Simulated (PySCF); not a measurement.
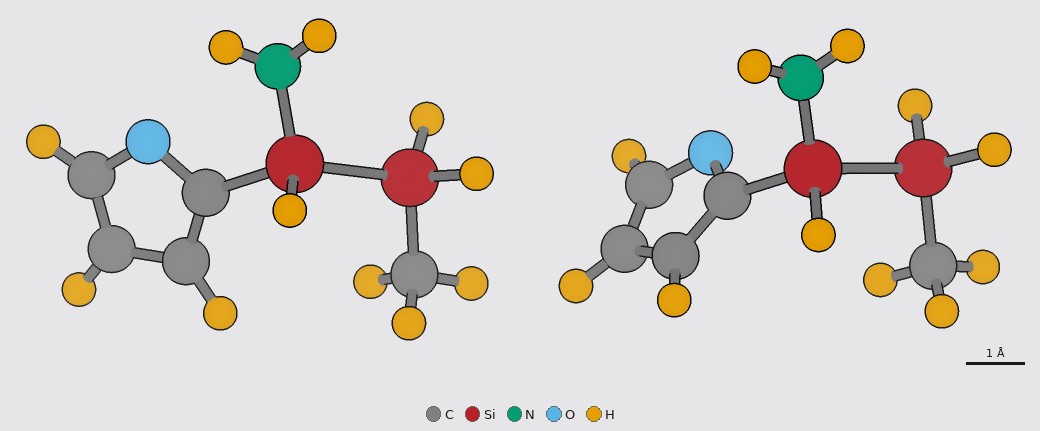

Two geometries of C₅H₁₁NOSi₂, drawn at one scale. One is the start of a relaxation, the other its converged end. The picture is a ball-and-stick view, seen at a tilt.

Method: PBE0-D3(BJ)/def2-SVP geometry optimisation, gas phase (PySCF). 

Question: Which one is relaxed?

Answer: The right one is the relaxed one. The start comes from GFN2-xTB. Its atoms were then displaced at random by about 0.01 Å. The energy falls by 36.2 kJ/mol in 24 geometry steps. The largest moves after the best rigid fit, 1.90 Å, are those of H atoms. By element the largest moves are H 1.90 Å, O 1.21 Å, C 1.05 Å, N 0.56 Å, Si 0.27 Å. Some distances before and after: C–H 1.035 → 1.088 Å, Si–Si 2.296 → 2.345 Å, H–N 0.973 → 1.014 Å, C–H 1.060 → 1.088 Å. Among the angles between lasting bonds that change: N–Si–C 101.2° → 110.8°, Si–Si–H 116.4° → 109.3°, Si–Si–C 114.8° → 108.4°. Groups turn about C–Si by about 70°.
